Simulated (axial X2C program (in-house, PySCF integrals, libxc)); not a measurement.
## Relativistic diatomic calculation, with input and output: WIn

- system: WIn, single determinant with Ω = 7/2 (not the lowest found). The distance is the PBE0 minimum at charge 0.
- method: expectation values, HF and Kohn-Sham, two-component X2C with atomic mean-field Coulomb and Gaunt terms, W dyall-cv3z, In dyall-cv3z (cores contracted) (axial X2C program (in-house, PySCF integrals, libxc))

The program's output:
```
two-component X2C + atomic mean field  PBE0
basis functions 314  fitting functions 1542  grid points 5803
iter        total energy     max residual
   1     -22018.421176496     6.45e+01
   2     -22019.555367333     3.89e+01
   3     -22020.321630217     8.93e+00
   4     -22020.404874386     7.12e+00
   5     -22020.443436692     1.00e+00
   6     -22020.449488796     4.82e-01
   7     -22020.450986339     4.19e-01
   8     -22020.451060150     2.37e-01
   9     -22020.451495844     8.51e-02
  10     -22020.451518227     1.02e-01
  11     -22020.451544271     1.59e-02
  12     -22020.451549734     1.26e-02
  13     -22020.451551485     8.63e-03
  14     -22020.451552032     4.19e-03
  15     -22020.451552207     3.64e-03
  16     -22020.451552254     1.50e-03
  17     -22020.451552265     1.10e-03
  18     -22020.451552270     3.88e-04
  19     -22020.451552273     3.99e-04
  20     -22020.451552274     2.41e-04
  21     -22020.451552274     1.94e-04
  22     -22020.451552274     1.38e-04
  23     -22020.451552274     1.35e-05
  24     -22020.451552274     8.43e-06
converged
one-electron -31582.44549388  Coulomb 9389.77147561  exact exchange -120.48913964  xc functional -368.98498145  nuclear repulsion 678.97967686  atomic mean-field constant -17.28308977
```

Expectation values by level of theory:

| quantity | PBE0 | HF | BHandHLYP | B3LYP | TPSSh |
| --- | --- | --- | --- | --- | --- |
| effective field for an electron dipole moment (GV/cm) | 3.01 | 11.2 | 5.50 | 0.767 | 1.90 |
| field gradient at the first nucleus (a.u.) | 0.00847 | −0.298 | 0.0201 | 0.0746 | 0.0499 |
| field gradient at the second nucleus (a.u.) | 0.433 | 0.230 | 0.280 | 0.272 | 0.360 |
| A∥/gI, first nucleus (MHz) | 1850 | 1390 | 1800 | 1930 | 1840 |
| A∥/gI, second nucleus (MHz) | 329 | 270 | 327 | 323 | 329 |

Each column comes from one determinant with 3 or more unpaired spinors, which can mix states, in a basis with contracted cores. The levels disagree widely: the effective field runs from 0.767 to 11.2 GV/cm and the field gradient at the first nucleus runs from −0.298 to 0.0746 a.u. They may not all have settled in the same state, and these values aren't reliable properties of the molecule.

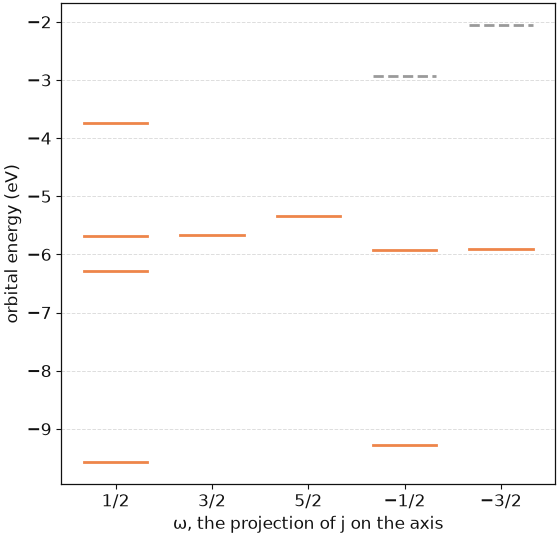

*Orbital energies (PBE0) near the frontier at 2.83 Å, filled (solid) and empty (dashed).*

The highest filled spinor (1/2; 67 % In p, 20 % W d) lies at −3.73 eV, the lowest empty one (−1/2; 54 % In p, 36 % W s) at −2.94 eV.

Input file:
```
{"zs": [74, 49], "q": 0, "bas": ["dyall-cv3z", "dyall-cv3z"], "r0": 2.79, "levels": ["PBE0", "HF", "BHandHLYP", "B3LYP", "TPSSh"], "nst": 2}
```

The line is the task of a batch: nuclear charges, charge, bases, the levels to run, a first guess of the distance and further settings. This report covers the levels named above. The log is that of the reference distance.

The run was one of a batch that the task file lists, launched with:
```bash
python <driver script> task.json out
```

Key numbers:

| quantity | value |
| --- | --- |
| outcome | converged; the levels of theory disagree widely |
| hardware | 1 thread of Arm Neoverse N1, 16 GiB of memory available, shared host |
| wall time | 38 s |
| peak memory | 0.82 GiB |
